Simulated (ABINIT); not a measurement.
# A GW chain in ABINIT: LiCl (Fm-3m)

Aim: the G0W0 gap of LiCl (Fm-3m) on PBE, step by step.

Program: ABINIT 10.8.3. Level of theory: PBE and many-body steps on it, plane waves. Results are calculated unless marked as measured.

**1. The starting structure**

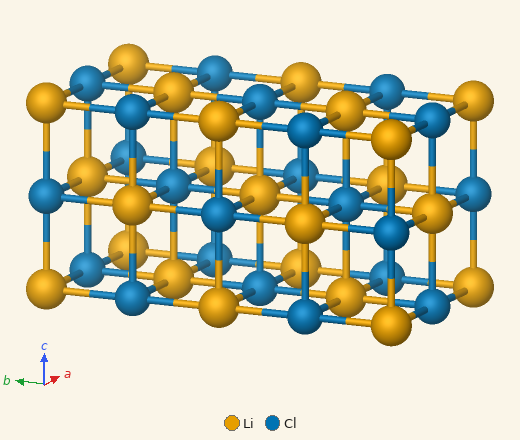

Start, viewed from a free direction; lithium orange, chlorine blue. 1×2×1 cells are drawn. This picture shows the conventional cell, with its axes. Some periodic images of atoms are drawn too.

The cell and positions come from the Crystallography Open Database and are kept as given unless a step says otherwise.

**2. Ground state**

This step: ABINIT 10.8.3; DFT, PBE, plane waves, norm-conserving pseudopotentials.

The ground-state density comes first.

Contents of run.abi:

```
acell 3*1.0 Angstrom
rprim 
  0.000000000000 2.571500000000 2.571500000000
  2.571500000000 0.000000000000 2.571500000000
  2.571500000000 2.571500000000 -0.000000000000
ntypat 2
znucl 3 17
natom 2
typat 1 2
xred 
  0.000000000000 0.000000000000 0.000000000000
  0.500000000000 0.500000000000 0.500000000000
pp_dirpath "pseudos"
pseudos "Li.upf, Cl.upf"
ecut 33
ngkpt 8 8 8
nshiftk 1
shiftk 0 0 0
kptopt 1
chksymbreak 0
nband 10
occopt 1
tolvrs 1e-10
nstep 60
prtwf 0
optforces 0
optstress 0
indata_prefix "in"
outdata_prefix "out"
tmpdata_prefix "tmp"
```

On the command line:

```
> OMP_NUM_THREADS=1 mpirun -n 4 abinit run.abi > log
```

Numbers of over 12 decimals in the logs are rounded to 6 here.

Output:

```text
.Version 10.8.3 of ABINIT. v10.8.2 released Aug 2026.

 Symmetries : space group Fm -3 m (#225); Bravais cF (face-center cubic)
================================================================================
 Values of the parameters that define the memory need of the present run
     intxc =       0    ionmov =       0      iscf =       7    lmnmax =       6
     lnmax =       6     mgfft =      36  mpssoang =       3    mqgrid =    3001
     natom =       2  nloc_mem =       1    nspden =       1   nspinor =       1
    nsppol =       1      nsym =      48    n1xccc =    2501    ntypat =       2
    occopt =       1   xclevel =       2
-    mband =          10        mffmem =           1         mkmem =           8
       mpw =        2120          nfft =       46656          nkpt =          29
================================================================================
  Rough estimation (10% accuracy) of disk space for files :
================================================================================

--------------------------------------------------------------------------------
------------- Echo of variables that govern the present computation ------------
--------------------------------------------------------------------------------
 -outvars: echo values of preprocessed input variables --------
            acell      1.8897261259E+00  1.8897261259E+00  1.8897261259E+00 Bohr

      chksymbreak           0
             ecut      3.30000000E+01 Hartree
-          fftalg         312

              ixc     -101130
              kpt      0.00000000E+00  0.00000000E+00  0.00000000E+00
                       1.25000000E-01  0.00000000E+00  0.00000000E+00
                       2.50000000E-01  0.00000000E+00  0.00000000E+00
                       3.75000000E-01  0.00000000E+00  0.00000000E+00
                       5.00000000E-01  0.00000000E+00  0.00000000E+00
                       1.25000000E-01  1.25000000E-01  0.00000000E+00
                       2.50000000E-01  1.25000000E-01  0.00000000E+00
                       3.75000000E-01  1.25000000E-01  0.00000000E+00
                       5.00000000E-01  1.25000000E-01  0.00000000E+00
   [... 18 further rows ...]
                      -3.75000000E-01  5.00000000E-01  1.25000000E-01
                      -2.50000000E-01  5.00000000E-01  2.50000000E-01
         kptrlatt        8    0    0      0    8    0      0    0    8
          kptrlen      5.49781828E+01
P           mkmem           8
            natom           2
            nband          10
            ngfft          36      36      36
             nkpt          29
            nstep          60
             nsym          48
           ntypat           2
              occ      2.000000  2.000000  2.000000  2.000000  2.000000  0.000000
                       0.000000  0.000000  0.000000  0.000000
        optforces           0
        optstress           0
            prtwf           0
            rprim      0.0000000000E+00  2.5715000000E+00  2.5715000000E+00
[...]
spgroup         225

           tolvrs      1.00000000E-10

             xred      0.0000000000E+00  0.0000000000E+00  0.0000000000E+00
[...]
znucl        3.00000   17.00000

================================================================================

 chkinp: Checking input parameters for consistency.

================================================================================
== DATASET  1 ==================================================================
-   mpi_nproc: 4, omp_nthreads: 1 (-1 if OMP is not activated)

--- !DatasetInfo
iteration_state: {dtset: 1, }
dimensions: {natom: 2, nkpt: 29, mband: 10, nsppol: 1, nspinor: 1, nspden: 1, mpw: 2120, }
cutoff_energies: {ecut:  33.0, pawecutdg:  -1.0, }
electrons: {nelect:   1.00000000E+01, charge:   0.00000000E+00, occopt:   1.00000000E+00, tsmear:   1.00000000E-02, }

 Real(R)+Recip(G) space primitive vectors, cartesian coordinates (Bohr,Bohr^-1):
 R(1)=  0.0000000  4.8594307  4.8594307  G(1)= -0.1028927  0.1028927  0.1028927
 R(2)=  4.8594307  0.0000000  4.8594307  G(2)=  0.1028927 -0.1028927  0.1028927
 R(3)=  4.8594307  4.8594307  0.0000000  G(3)=  0.1028927  0.1028927 -0.1028927
 Unit cell volume ucvol=  2.2950185E+02 bohr^3
 Angles (23,13,12)=  6.00000000E+01  6.00000000E+01  6.00000000E+01 degrees

 getcut: wavevector=  0.0000  0.0000  0.0000  ngfft=  36  36  36
         ecut(hartree)=     33.000   => boxcut(ratio)=   2.02572

--- Pseudopotential description ------------------------------------------------
- Li Generated using ONCVPSP code by D. R. Hamann
-  3.00000   3.00000  171031                  znucl, zion, pspdat
12 -101130 1 -1 1944                          pspcod,pspxc,lmax,lloc,mmax
     nproj     2     2     0
  pspatm : epsatm=    2.74360059
         --- l  ekb(1:nproj) -->
[...]
pspatm: atomic psp has been read  and splines computed

- Cl Generated using ONCVPSP code by D. R. Hamann
- 17.00000   7.00000  171031                  znucl, zion, pspdat
12 -101130 2 -1 1028                          pspcod,pspxc,lmax,lloc,mmax
     nproj     2     2     2
  pspatm : epsatm=    9.12776517
         --- l  ekb(1:nproj) -->
[...]
2   -2.938609   -0.805455
 pspatm: atomic psp has been read  and splines computed

   1.18713658E+02                                ecore*ucvol(ha*bohr**3)
--------------------------------------------------------------------------------

_setup2: Arith. and geom. avg. npw (full set) are    2077.611    2077.588

================================================================================

--- !BeginCycle
iteration_state: {dtset: 1, }
solver: {iscf: 7, nstep: 60, nline: 4, wfoptalg: 0, }
tolerances: {tolvrs: 1.00E-10, }

     iter   Etot(hartree)      deltaE(h)  residm     vres2
 ETOT  1  -23.725085250753    -2.373E+01 5.349E-02 2.825E+01
 ETOT  2  -23.736481926495    -1.140E-02 4.901E-03 2.665E+00
 ETOT  3  -23.736896654719    -4.147E-04 5.779E-04 1.045E-01
 ETOT  4  -23.736901875480    -5.221E-06 3.884E-04 3.541E-03
 ETOT  5  -23.736901999553    -1.241E-07 3.500E-04 3.623E-05
 ETOT  6  -23.736902000918    -1.365E-09 7.767E-05 7.094E-07
 ETOT  7  -23.736902000948    -3.050E-11 1.372E-04 1.184E-08
 ETOT  8  -23.736902000949    -4.796E-13 1.638E-05 2.057E-10
 ETOT  9  -23.736902000950    -6.999E-13 4.847E-05 1.591E-12

 At SCF step    9       vres2   =  1.59E-12 < tolvrs=  1.00E-10 =>converged.

--- !ResultsGS
iteration_state: {dtset: 1, }
comment   : Summary of ground state results
lattice_vectors:
- [  0.0000000,   4.8594307,   4.8594307, ]
- [  4.8594307,   0.0000000,   4.8594307, ]
- [  4.8594307,   4.8594307,  -0.0000000, ]
lattice_lengths: [   6.87227,    6.87227,    6.87227, ]
lattice_angles: [ 60.000,  60.000,  60.000, ] # degrees, (23, 13, 12)
lattice_volume:   2.2950185E+02
convergence: {deltae: -6.999E-13, res2:  1.591E-12, residm:  4.847E-05, diffor:  0.000E+00, }
etotal    :  -2.37369020E+01
entropy   :   0.00000000E+00
fermie    :   7.07449410E-03
cartesian_stress_tensor: null
pressure_GPa: null
xred      :
- [  0.0000E+00,   0.0000E+00,   0.0000E+00, Li]
- [  5.0000E-01,   5.0000E-01,   5.0000E-01, Cl]
cartesian_forces: null
force_length_stats: {min: null, max: null, mean: null, }

 Integrated electronic density in atomic spheres:
 ------------------------------------------------
 Atom  Sphere_radius  Integrated_density
    1        2.00000          2.17088333
    2        2.00000          5.10754524
================================================================================

 ----iterations are completed or convergence reached----

 Mean square residual over all n,k,spin=   19.560E-08; max=  48.473E-06
 reduced coordinates (array xred) for    2 atoms
       0.000000000000      0.000000000000      0.000000000000
       0.500000000000      0.500000000000      0.500000000000
 rms dE/dt=  0.0000E+00; max dE/dt=  0.0000E+00; dE/dt below (all hartree)
    1       0.000000000000      0.000000000000      0.000000000000
    2       0.000000000000      0.000000000000      0.000000000000

 cartesian coordinates (angstrom) at end:
    1      0.000000     0.000000     0.000000
    2      2.571500     2.571500     2.571500
 length scales=  1.889726125908  1.889726125908  1.889726125908 bohr
              =  1.000000000000  1.000000000000  1.000000000000 angstroms
 prteigrs : about to open file out_EIG
 Fermi (or HOMO) energy (hartree) =   0.00707   Average Vxc (hartree)=  -0.32134
 Eigenvalues (hartree) for nkpt=  29  k points:
 kpt#   1, nband= 10, wtk=  0.00195, kpt=  0.0000  0.0000  0.0000 (reduced coord)
  -1.59114   -0.48424    0.00707    0.00707    0.00707    0.23803    0.44044    0.44044
   0.44044    0.53344
 prteigrs : prtvol=0 or 1, do not print more k-points.

--- !EnergyTerms
iteration_state     : {dtset: 1, }
comment             : Components of total free energy in Hartree
kinetic             :  1.08076392581941E+01
hartree             :  3.82436065164392E+00
xc                  : -6.21216049699690E+00
Ewald energy        : -1.60353546846629E+01
psp_core            :  5.17266677756038E-01
local_psp           : -1.42412904835214E+01
non_local_psp       : -2.39736292336241E+00
total_energy        : -2.37369020009496E+01
total_energy_eV     : -6.45914008630839E+02
band_energy         : -4.34374594158830E+00

== END DATASET(S) ==============================================================
================================================================================

 -outvars: echo values of variables after computation  --------
           etotal     -2.3736902001E+01
            nband          10
             nkpt          29
          spgroup         225
 [... the other variables as echoed above ...]

 Calculation completed.
```

It took 15 s on 4 MPI ranks of Intel Xeon Platinum 8259CL at 2.50GHz (Skylake/Cascade Lake), shared host; peak memory 0.31 GiB; 59 s of CPU time.

This step gave:

| Property | Result |
| --- | --- |
| total energy | -645.9140 eV |
| gap | 6.285 eV |
| k of the valence top | 0, 0, 0 |
| k of the conduction bottom | 0, 0, 0 |
| least direct gap | 6.285 eV |

The gap is direct, at Γ.

**3. Bands along the symmetry lines**

Levels along a band path, at the cheap level, show where the edges lie and whether the meshes to come will hold them.

Contents of run.abi:

```
acell 3*1.0 Angstrom
rprim 
  0.000000000000 2.571500000000 2.571500000000
  2.571500000000 0.000000000000 2.571500000000
  2.571500000000 2.571500000000 -0.000000000000
ntypat 2
znucl 3 17
natom 2
typat 1 2
xred 
  0.000000000000 0.000000000000 0.000000000000
  0.500000000000 0.500000000000 0.500000000000
pp_dirpath "pseudos"
pseudos "Li.upf, Cl.upf"
ecut 33
iscf -2
irdden 1
kptopt 0
nkpt 50
kpt 
  0.00000000 0.00000000 0.00000000
  0.06250000 0.00000000 0.06250000
  0.12500000 0.00000000 0.12500000
  0.18750000 0.00000000 0.18750000
  0.25000000 0.00000000 0.25000000
  0.31250000 0.00000000 0.31250000
  0.37500000 0.00000000 0.37500000
  0.43750000 0.00000000 0.43750000
  0.50000000 0.00000000 0.50000000
  0.51562500 0.03125000 0.51562500
  0.53125000 0.06250000 0.53125000
  0.54687500 0.09375000 0.54687500
  0.56250000 0.12500000 0.56250000
  0.57812500 0.15625000 0.57812500
  0.59375000 0.18750000 0.59375000
  0.60937500 0.21875000 0.60937500
  0.62500000 0.25000000 0.62500000
  0.37500000 0.37500000 0.75000000
  0.32812500 0.32812500 0.65625000
  0.28125000 0.28125000 0.56250000
  0.23437500 0.23437500 0.46875000
  0.18750000 0.18750000 0.37500000
  0.14062500 0.14062500 0.28125000
  0.09375000 0.09375000 0.18750000
  0.04687500 0.04687500 0.09375000
  0.00000000 0.00000000 0.00000000
  0.06250000 0.06250000 0.06250000
  0.12500000 0.12500000 0.12500000
  0.18750000 0.18750000 0.18750000
  0.25000000 0.25000000 0.25000000
  0.31250000 0.31250000 0.31250000
  0.37500000 0.37500000 0.37500000
  0.43750000 0.43750000 0.43750000
  0.50000000 0.50000000 0.50000000
  0.50000000 0.46875000 0.53125000
  0.50000000 0.43750000 0.56250000
  0.50000000 0.40625000 0.59375000
  0.50000000 0.37500000 0.62500000
  0.50000000 0.34375000 0.65625000
  0.50000000 0.31250000 0.68750000
  0.50000000 0.28125000 0.71875000
  0.50000000 0.25000000 0.75000000
  0.50000000 0.21875000 0.71875000
  0.50000000 0.18750000 0.68750000
  0.50000000 0.15625000 0.65625000
  0.50000000 0.12500000 0.62500000
  0.50000000 0.09375000 0.59375000
  0.50000000 0.06250000 0.56250000
  0.50000000 0.03125000 0.53125000
  0.50000000 0.00000000 0.50000000
istwfk *1
nband 12
nbdbuf 2
tolwfr 1e-08
nstep 40
prtwf 0
prtvol 0
indata_prefix "in"
outdata_prefix "out"
tmpdata_prefix "tmp"
```

Output:

```text
.Version 10.8.3 of ABINIT. v10.8.2 released Aug 2026.

 Symmetries : space group Fm -3 m (#225); Bravais cF (face-center cubic)
[... echo of the input left out ...]
== DATASET  1 ==================================================================
-   mpi_nproc: 4, omp_nthreads: 1 (-1 if OMP is not activated)

--- !DatasetInfo
iteration_state: {dtset: 1, }
dimensions: {natom: 2, nkpt: 50, mband: 12, nsppol: 1, nspinor: 1, nspden: 1, mpw: 2120, }
cutoff_energies: {ecut:  33.0, pawecutdg:  -1.0, }
electrons: {nelect:   1.00000000E+01, charge:   0.00000000E+00, occopt:   1.00000000E+00, tsmear:   1.00000000E-02, }

 Real(R)+Recip(G) space primitive vectors, cartesian coordinates (Bohr,Bohr^-1):
 R(1)=  0.0000000  4.8594307  4.8594307  G(1)= -0.1028927  0.1028927  0.1028927
 R(2)=  4.8594307  0.0000000  4.8594307  G(2)=  0.1028927 -0.1028927  0.1028927
 R(3)=  4.8594307  4.8594307  0.0000000  G(3)=  0.1028927  0.1028927 -0.1028927
 Unit cell volume ucvol=  2.2950185E+02 bohr^3
 Angles (23,13,12)=  6.00000000E+01  6.00000000E+01  6.00000000E+01 degrees

 getcut: wavevector=  0.0000  0.0000  0.0000  ngfft=  36  36  36
         ecut(hartree)=     33.000   => boxcut(ratio)=   2.02572

--- Pseudopotential description ------------------------------------------------
- Li Generated using ONCVPSP code by D. R. Hamann
-  3.00000   3.00000  171031                  znucl, zion, pspdat
12 -101130 1 -1 1944                          pspcod,pspxc,lmax,lloc,mmax
     nproj     2     2     0
  pspatm : epsatm=    2.74360059
         --- l  ekb(1:nproj) -->
             0   -4.951544   -1.544797
             1   -2.250661   -0.474685
 pspatm: atomic psp has been read  and splines computed

- Cl Generated using ONCVPSP code by D. R. Hamann
- 17.00000   7.00000  171031                  znucl, zion, pspdat
12 -101130 2 -1 1028                          pspcod,pspxc,lmax,lloc,mmax
     nproj     2     2     2
  pspatm : epsatm=    9.12776517
         --- l  ekb(1:nproj) -->
             0    8.139296    0.698720
[...]
pspatm: atomic psp has been read  and splines computed

--------------------------------------------------------------------------------

================================================================================
 prteigrs : about to open file out_EIG
 Non-SCF case, kpt    1 (  0.00000  0.00000  0.00000), residuals and eigenvalues=
  7.59E-09  8.36E-09  1.27E-09  2.31E-09  4.16E-09  2.35E-09  2.81E-09  7.13E-09
  5.07E-09  9.38E-09  3.77E-07  7.03E-09
 -1.5911E+00 -4.8424E-01  7.0745E-03  7.0745E-03  7.0745E-03  2.3803E-01
  4.4044E-01  4.4044E-01  4.4044E-01  5.3331E-01  5.3331E-01  5.3967E-01
 Non-SCF case, kpt    2 (  0.06250  0.00000  0.06250), residuals and eigenvalues=
  1.43E-09  9.90E-09  5.66E-09  2.50E-09  6.81E-09  2.65E-09  6.33E-09  5.57E-09
  8.89E-09  2.55E-09  2.54E-04  1.50E-08
 -1.5911E+00 -4.8330E-01  2.4519E-03  5.3341E-03  5.3341E-03  2.4486E-01
[...]
Non-SCF case, kpt    3 (  0.12500  0.00000  0.12500), residuals and eigenvalues=
  5.79E-09  2.21E-09  4.95E-09  1.85E-09  9.78E-09  9.51E-09  8.46E-09  2.46E-09
  4.86E-09  9.08E-09  1.00E-05  6.32E-09
[...]
Non-SCF case, kpt   49 (  0.50000  0.03125  0.53125), residuals and eigenvalues=
[...]
Non-SCF case, kpt   50 (  0.50000  0.00000  0.50000), residuals and eigenvalues=
[...]
-1.5910E+00 -4.5496E-01 -9.7790E-02 -3.2782E-02 -3.2782E-02  2.9430E-01
  3.1055E-01  4.6171E-01  5.2386E-01  5.2386E-01  6.1356E-01  6.6566E-01

--- !ResultsGS
iteration_state: {dtset: 1, }
comment   : Summary of ground state results
lattice_vectors:
- [  0.0000000,   4.8594307,   4.8594307, ]
- [  4.8594307,   0.0000000,   4.8594307, ]
- [  4.8594307,   4.8594307,  -0.0000000, ]
lattice_lengths: [   6.87227,    6.87227,    6.87227, ]
lattice_angles: [ 60.000,  60.000,  60.000, ] # degrees, (23, 13, 12)
lattice_volume:   2.2950185E+02
convergence: {deltae:  0.000E+00, res2:  0.000E+00, residm:  9.936E-09, diffor:  0.000E+00, }
etotal    :  -2.37369020E+01
entropy   :   0.00000000E+00
fermie    :   7.07449410E-03
cartesian_stress_tensor: null
pressure_GPa: null
xred      :
- [  0.0000E+00,   0.0000E+00,   0.0000E+00, Li]
- [  5.0000E-01,   5.0000E-01,   5.0000E-01, Cl]
cartesian_forces: null
force_length_stats: {min: null, max: null, mean: null, }

 Integrated electronic density in atomic spheres:
 ------------------------------------------------
 Atom  Sphere_radius  Integrated_density
[...]
================================================================================

 ----iterations are completed or convergence reached----

 Mean square residual over all n,k,spin=   47.201E-10; max=  99.356E-10
 reduced coordinates (array xred) for    2 atoms
       0.000000000000      0.000000000000      0.000000000000
       0.500000000000      0.500000000000      0.500000000000

 cartesian coordinates (angstrom) at end:
[...]
length scales=  1.889726125908  1.889726125908  1.889726125908 bohr
              =  1.000000000000  1.000000000000  1.000000000000 angstroms
 prteigrs : about to open file out_EIG
 Eigenvalues (hartree) for nkpt=  50  k points:
 kpt#   1, nband= 12, wtk=  1.00000, kpt=  0.0000  0.0000  0.0000 (reduced coord)
[...]
kpt#   2, nband= 12, wtk=  1.00000, kpt=  0.0625  0.0000  0.0625 (reduced coord)
[...]
kpt#   3, nband= 12, wtk=  1.00000, kpt=  0.1250  0.0000  0.1250 (reduced coord)
[...]
kpt#  49, nband= 12, wtk=  1.00000, kpt=  0.5000  0.0313  0.5313 (reduced coord)
  -1.59101   -0.45498   -0.09730   -0.03362   -0.03273    0.29540    0.31216    0.46020
   0.51564    0.52487    0.62135    0.66518
 kpt#  50, nband= 12, wtk=  1.00000, kpt=  0.5000  0.0000  0.5000 (reduced coord)
  -1.59101   -0.45496   -0.09779   -0.03278   -0.03278    0.29430    0.31055    0.46171
   0.52386    0.52386    0.61356    0.66566

== END DATASET(S) ==============================================================
================================================================================

 -outvars: echo values of variables after computation  --------
            nband          12
             nkpt          50
          spgroup         225
 [... the other variables as echoed above ...]

 Calculation completed.
```

Elapsed: 14 s, on 4 MPI ranks; peak memory 0.29 GiB.

Numbers from this step:

- gap: 6.282 eV
- k of the valence top: 0.0469, 0.0469, 0.0938
- k of the conduction bottom: 0, 0, 0
- least direct gap: 6.285 eV

The gap is 6.282 eV, −0.002 eV from the run before at this level.

Electronic bands along the path, in eV, zero at the top of the highest filled band; v1 is the highest filled band, c1 the lowest empty one:

| point | v4 | v3 | v2 | v1 | c1 | c2 | c3 | c4 |
| --- | --- | --- | --- | --- | --- | --- | --- | --- |
| Γ | -13.37 | 0.00 | 0.00 | 0.00 | 6.28 | 11.79 | 11.79 | 11.79 |
| X | -12.57 | -2.86 | -1.09 | -1.09 | 7.81 | 8.26 | 12.37 | 14.06 |
| U | -12.60 | -2.45 | -1.76 | -0.82 | 8.04 | 9.86 | 11.37 | 11.65 |
| jump to K | -12.60 | -2.45 | -1.76 | -0.82 | 8.04 | 9.86 | 11.37 | 11.65 |
| Γ | -13.37 | 0.00 | 0.00 | 0.00 | 6.28 | 11.79 | 11.79 | 11.79 |
| L | -12.81 | -2.78 | -0.25 | -0.25 | 6.74 | 9.43 | 9.43 | 12.89 |
| W | -12.58 | -2.09 | -2.09 | -1.05 | 9.46 | 10.08 | 10.36 | 10.36 |
| X | -12.57 | -2.86 | -1.09 | -1.09 | 7.81 | 8.26 | 12.37 | 14.06 |

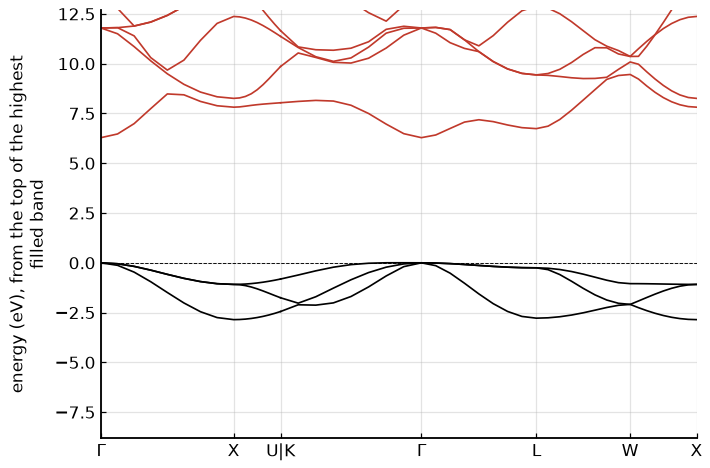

Electronic bands along the path; lines of filled and empty bands in two colours.

[end of part 1 of 2]

[Paths, hosts, dates, memory and timing lines, banners, echoed tables and standing remarks are left out of the program output.]

[Logs are printed without paths, hosts, clocks, repeated set-up lines and the standing remarks that a program may print on its own settings, such as how far it seeks lower states.]

[Runs of the session that timed out or met a known fault of the program may be left out.]

[Hosts, paths, dates, database ids (printed as entryN), source tags and the programs' standing remarks are cut or masked in the printed files.]

[G0W0 gaps are taken among the corrected bands and points alone; a level outside them can change the order at an edge.]

[Where Ansatz stands beside ABINIT at settings called matched, ABINIT's density can come from a denser mesh and the files from another edition; pairs whose starting gaps differed by over 0.03 eV were left out, so agreement reads better than it is.]
